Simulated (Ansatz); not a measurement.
**SiH₅ClO: frequency calculation**

The run: frequency calculation of SiH₅ClO. Method and program: RKS revPBE/def2-SVP (Ansatz 0.2.0).

It belongs to a series of runs on one base structure; here: vibrations at the highest image of the band. Figures and captions count atoms from 1; the log counts them from 0 in places.

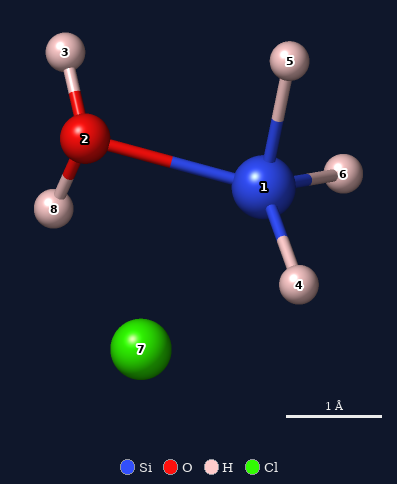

**Figure 1.** The input geometry (ball-and-stick view, seen at a tilt; atoms are numbered from 1 in the order of the input).

### Input
```yaml
crystal:
  periodic: [false, false, false]
  atoms:
    - { symbol: Si, position_ang: [0.092782, -0.187099, -0.044969] }
    - { symbol: O, position_ang: [0.086768, -0.079667, 1.901267] }
    - { symbol: H, position_ang: [-0.795692, -0.002483, 2.32114] }
    - { symbol: H, position_ang: [1.344528, 0.351629, -0.658207] }
    - { symbol: H, position_ang: [-0.840539, 1.021057, -0.001114] }
    - { symbol: H, position_ang: [-0.735007, -1.173792, -0.814063] }
    - { symbol: Cl, position_ang: [1.348155, -2.151541, 0.816291] }
    - { symbol: H, position_ang: [0.533103, -1.008705, 2.054455] }
basis:
  gaussian: { orbitals: def2-SVP }
hamiltonian:
  xc: revpbe
phonons: {}
```

Hardware: 2 threads of Arm Neoverse V1, 24 GiB of memory available, shared host.

Command:
```bash
ansatz run input.yaml --threads 2 --pin off --max-ram 3072MiB --backend cpu --events-out ev --progress --plain --runs-dir out
```

### The program's output
```
Engine: ansatz 0.2.0, aarch64-unknown-linux-gnu
Functional definition: revPBE
  parameter kappa = 1.245
  parameter beta = 0.06672455060314922
  exchange = pbe_x(kappa = kappa, mu = beta*pi^2/3)
  correlation = pbe_c(beta = beta)
824 factors; their error is unknown
mean field evaluation 1: about -22512.8414 eV, gradient 4.2e1 eV
mean field evaluation 2: about -22505.0856 eV, gradient 7.8e1 eV
mean field evaluation 4: about -22516.1381 eV, gradient 3.6e0 eV
mean field evaluation 8: about -22516.1756 eV, gradient 3.4e-2 eV
mean field evaluation 16: about -22516.1239 eV, gradient 5.4e-5 eV
mean field -22516.12393394 eV, -827.4522925953 hartree, gradient 5.4e-5 eV, S^2 0.000000; 0 other end points of the search recorded, 0 dependent functions left out
the calculation of the forces begins
reference -22516.12397101 eV, -827.4522939575 hartree; 22, 22 occupied and 53, 53 virtual orbitals, 824 factors
these checks for a lower state are left out or cut short: stability, starts, cluster_reference, orbital_swaps, neighbouring_geometries, increment
824 factors; their error is unknown
mean field -22516.12384081 eV, -827.4522891729 hartree, gradient 1.0e-6 eV, S^2 0.000000; 0 other end points of the search recorded, 0 dependent functions left out
[... from here on the field's lines of each further geometry are left out, up to the last ...]
the calculation of the forces begins
reference -22516.12395318 eV, -827.4522933023 hartree; 22, 22 occupied and 53, 53 virtual orbitals, 824 factors
these checks for a lower state are left out or cut short: stability, starts, cluster_reference, orbital_swaps, neighbouring_geometries, increment
824 factors; their error is unknown
mean field -22516.12391517 eV, -827.4522919056 hartree, gradient 2.4e-6 eV, S^2 0.000000; 0 other end points of the search recorded, 0 dependent functions left out
the calculation of the forces begins
reference -22516.12395224 eV, -827.4522932677 hartree; 22, 22 occupied and 53, 53 virtual orbitals, 824 factors
WARN: phonons: modes at or below zero, which the zero-point energy, F, S and C_V leave out: 1, the lowest at -187.99 cm⁻¹. A minimum has none, and a first-order saddle one
Total energy: -22516.12397101 eV, -827.4522939575 hartree
Atom 0 at     0.092782    -0.187099    -0.044969 Å, force     0.000171    -0.000217     0.001282 eV/Å
Atom 1 at     0.086768    -0.079667     1.901267 Å, force     0.000089     0.000659    -0.000752 eV/Å
Atom 2 at    -0.795692    -0.002483     2.321140 Å, force    -0.000207    -0.000098    -0.000352 eV/Å
Atom 3 at     1.344528     0.351629    -0.658207 Å, force     0.000111    -0.000045    -0.000098 eV/Å
Atom 4 at    -0.840539     1.021057    -0.001114 Å, force    -0.000061     0.000061     0.000018 eV/Å
Atom 5 at    -0.735007    -1.173792    -0.814063 Å, force    -0.000250    -0.000060    -0.000138 eV/Å
Atom 6 at     1.348155    -2.151541     0.816291 Å, force    -0.000053     0.000313    -0.000160 eV/Å
Atom 7 at     0.533103    -1.008705     2.054455 Å, force     0.000201    -0.000613     0.000200 eV/Å
Dipole moment:    -0.545592     0.389887     0.424367 e Å
Vibrations: -187.99 153.21 338.79 383.49 427.93 583.03 666.95 706.46 823.82 961.70 1006.94 1044.62 1343.74 2044.93 2167.10 2219.72 2627.01 3660.93 cm⁻¹, zero-point energy 1.311776 eV
```

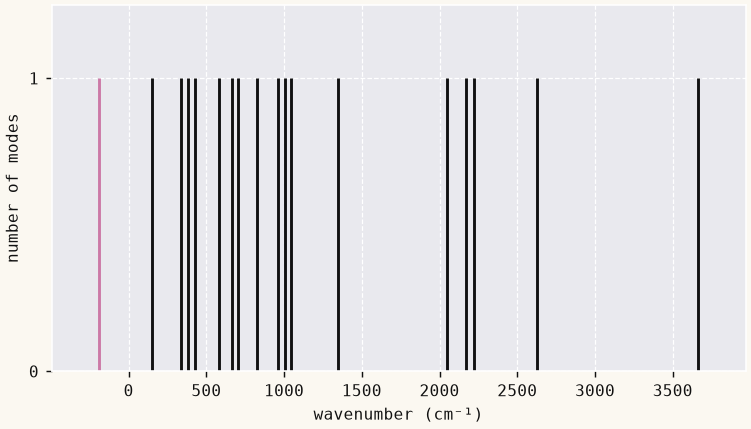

**Figure 2.** Harmonic vibrational wavenumbers from the force constants; neighbouring modes closer than 17 cm⁻¹ are counted in one stick, and imaginary ones are drawn at negative wavenumbers. 18 modes from 188i to 3661 cm⁻¹, 1 imaginary beyond 8i (188i cm⁻¹): a first-order saddle point, if the geometry is stationary.

### Results in brief

| quantity | value |
| --- | --- |
| outcome | converged |
| total energy | −22516.1240 eV |
| mean-field energy | −22516.1240 eV |
| largest force (length of the vector) | 0.001 eV/Å |
| wall time | 30 s (CPU time 57 s) |
| peak memory | 0.1 GiB |
